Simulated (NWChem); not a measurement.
# SiCNClF2 (SMILES N#C[Si](F)(F)Cl) at 6 levels

Wanted: a comparison of 6 runs (HF/STO-3G, HF/3-21G, M06-2X/3-21G, B3LYP/6-31G*, MP2/6-31G*) of SiCNClF2. 

The calculation is run with NWChem 7.3.0.

### Step 1. The structure to begin with

SiCNClF2 has 6 atoms, charge 0, and is taken as a singlet. SMILES: `N#C[Si](F)(F)Cl`. Geometry: relaxed at PBE0-D4/def2-TZVP.

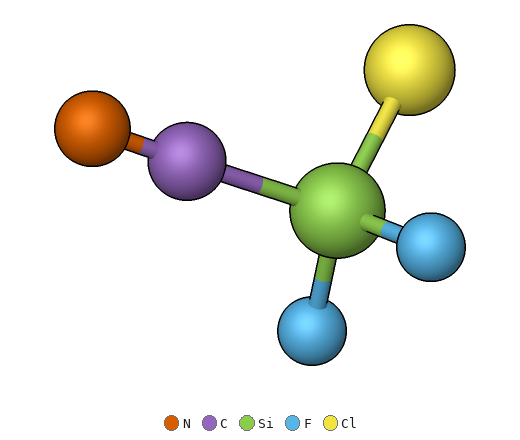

The structure, seen from a chosen angle (nitrogen orange, carbon purple, silicon green, fluorine blue, chlorine yellow).

### Step 2. Energy and gradient at HF/STO-3G (run 1)

File cclf2nsi.nw:

```
start cclf2nsi
memory total 2200 mb

geometry noautosym nocenter noautoz
   N      1.925400    -1.092200     1.077400
   C      1.030100    -0.609300     0.540000
   Si    -0.394400     0.176700    -0.290300
   F     -1.487900    -0.920300    -0.527700
   F      0.087600     0.719200    -1.679000
   Cl    -1.118900     1.661900     0.833400
end

basis spherical bse
   * library STO-3G
end

scf
   thresh 1e-08
   maxiter 80
   print medium
end

task scf gradient
```

On the command line:

```console
nwchem cclf2nsi.nw > cclf2nsi.out
```

Standard output:

```text
[...]
  functions       =    38
[...]
  wavefunction    = RHF
[...]
         Total SCF energy =  -1027.500661727927
      One-electron energy =  -2128.946646427053
      Two-electron energy =    749.468196387942
 Nuclear repulsion energy =    351.977788311183
        Time for solution =      2.4s
[...]
                         RHF ENERGY GRADIENTS
    atom               coordinates                        gradient
                 x          y          z           x          y          z
   1 N       3.638478  -2.063959   2.035991   -0.013077   0.007731  -0.006894
   2 C       1.946607  -1.151410   1.020452    0.015625  -0.011460   0.005094
   3 Si     -0.745308   0.333915  -0.548587   -0.029326   0.029783   0.002046
   4 F      -2.811723  -1.739115  -0.997208    0.016706   0.012674   0.003587
   5 F       0.165540   1.359091  -3.172850   -0.004178  -0.009058   0.018914
   6 Cl     -2.114414   3.140536   1.574898    0.014249  -0.029670  -0.022746
[...]
```

Wall time 4.2 s (1 thread of Intel Xeon Platinum 8375C at 2.90GHz (Ice Lake), shared host); peak memory 0.098 GiB.

### Step 3. Energy and forces at HF/3-21G (run 2)

File cclf2nsi.nw:

```
start cclf2nsi
memory 2200 mb
geometry units angstrom noautosym nocenter noautoz
  N        1.925400      -1.092200       1.077400
  C        1.030100      -0.609300       0.540000
  Si      -0.394400       0.176700      -0.290300
  F       -1.487900      -0.920300      -0.527700
  F        0.087600       0.719200      -1.679000
  Cl      -1.118900       1.661900       0.833400
end
basis spherical bse
  N library 3-21G
  C library 3-21G
  Si library 3-21G
  F library 3-21G
  Cl library 3-21G
end
scf
  thresh 1e-08
  maxiter 80
  noprint "final vectors analysis"
end
task scf gradient
```

On the command line:

```console
nwchem cclf2nsi.nw > cclf2nsi.out
```

Standard output:

```text
[...]
  functions       =    62
[...]
  wavefunction    = RHF
[...]
         Total SCF energy =  -1034.471189199764
      One-electron energy =  -2131.901689319513
      Two-electron energy =    745.452711808566
 Nuclear repulsion energy =    351.977788311183
        Time for solution =      2.9s
[...]
                         RHF ENERGY GRADIENTS
    atom               coordinates                        gradient
                 x          y          z           x          y          z
   1 N       3.638478  -2.063959   2.035991    0.021700  -0.011403   0.013443
   2 C       1.946607  -1.151410   1.020452   -0.025525   0.012419  -0.017213
   3 Si     -0.745308   0.333915  -0.548587   -0.030227   0.022659  -0.009355
   4 F      -2.811723  -1.739115  -0.997208    0.024568   0.022459   0.008094
   5 F       0.165540   1.359091  -3.172850   -0.007593  -0.011010   0.031674
   6 Cl     -2.114414   3.140536   1.574898    0.017076  -0.035124  -0.026644
[...]
```

Run time: 5.1 s. Hardware: 1 thread of Intel Xeon Platinum 8375C at 2.90GHz (Ice Lake), shared host; peak memory 0.097 GiB.

Runs 3 to 5 aren't shown in full; the table further down has their settings and results.

### Step 4. Energy and forces at MP2/6-31G(d) (spherical functions) (run 6)

File cclf2nsi.nw:

```
start cclf2nsi
memory total 2200 mb
geometry units angstroms noautosym nocenter noautoz
  N     1.925400   -1.092200    1.077400
  C     1.030100   -0.609300    0.540000
  Si   -0.394400    0.176700   -0.290300
  F    -1.487900   -0.920300   -0.527700
  F     0.087600    0.719200   -1.679000
  Cl   -1.118900    1.661900    0.833400
end
basis spherical bse
  * library 6-31G*
end
scf
  thresh 1e-08
  maxiter 80
  noprint "final vectors analysis"
end
mp2
  freeze core 14
  tight
end
task mp2 gradient
```

On the command line:

```console
nwchem cclf2nsi.nw > cclf2nsi.out
```

Standard output:

```text
[...]
  functions       =    92
[...]
  wavefunction    = RHF
[...]
         Total SCF energy =  -1039.778166574800
      One-electron energy =  -2139.418803592570
      Two-electron energy =    747.662848706587
 Nuclear repulsion energy =    351.977788311183
        Time for solution =     22.9s
[...]
          Total MP2 energy         -1040.598397717793
[...]
                         mp2 ENERGY GRADIENTS
    atom               coordinates                        gradient
                 x          y          z           x          y          z
   1 N       3.638478  -2.063959   2.035991   -0.060580   0.032729  -0.036290
   2 C       1.946607  -1.151410   1.020452    0.059900  -0.032784   0.035296
   3 Si     -0.745308   0.333915  -0.548587   -0.008898  -0.004349  -0.018585
   4 F      -2.811723  -1.739115  -0.997208    0.015501   0.015099   0.002618
   5 F       0.165540   1.359091  -3.172850   -0.006928  -0.008242   0.019071
   6 Cl     -2.114414   3.140536   1.574898    0.001005  -0.002453  -0.002109
[...]
```

Run time: 63 s. Hardware: 1 thread of Intel Xeon Platinum 8375C at 2.90GHz (Ice Lake), shared host; peak memory 0.33 GiB.

### Step 5. All runs side by side

| run | level | iteration cap | module | energy (Eh) | dipole moment (D) | HOMO energy (eV) | LUMO energy (eV) | wall time |
| --- | --- | --- | --- | --- | --- | --- | --- | --- |
| 1 | HF/STO-3G | 80 | scf | -1027.500662 | 1.90 | -11.72 | 7.44 | 4.2 s |
| 2 | HF/3-21G | 80 | scf | -1034.471189 | 0.76 | – | – | 5.1 s |
| 3 | M06-2X/3-21G | 100 | dft | -1036.860163 | 0.91 | -12.01 | -0.07 | 23 s |
| 4 | B3LYP/6-31G* (spherical functions) | 100 | dft | -1042.381545 | 1.76 | -10.04 | -1.29 | 33 s |
| 5 | B3LYP/6-31G* (Cartesian functions) | 100 | dft | -1042.392151 | 1.77 | -10.04 | -1.30 | 35 s |
| 6 | MP2/6-31G* (spherical functions) | 80 | mp2 | -1040.598398 | 1.73 | – | – | 63 s |

### Step 6. Outcome

| quantity | value |
| --- | --- |
| run 6: total energy | -1040.59840 Eh |
| run 6: dipole moment (of the density that the program reports) | 1.73 D |
| run 6: correlation energy (14 core orbitals frozen) | -820.2 mEh |
| run 6: largest force on an atom | 4.002 eV/Å |

In words: The dipole moment (its size) runs from 0.76 D (HF/3-21G) to 1.90 D (HF/STO-3G). Over runs 1, 3, 4, 5 the HOMO–LUMO gap runs from 8.74 eV (B3LYP/6-31G*) to 19.16 eV (HF/STO-3G). The two ends differ in method and basis. Totals of different functionals can't be ranked against each other. In run 1 the basis is minimal, so the values are rough. All runs together took 2.7 min, the longest 63 s.
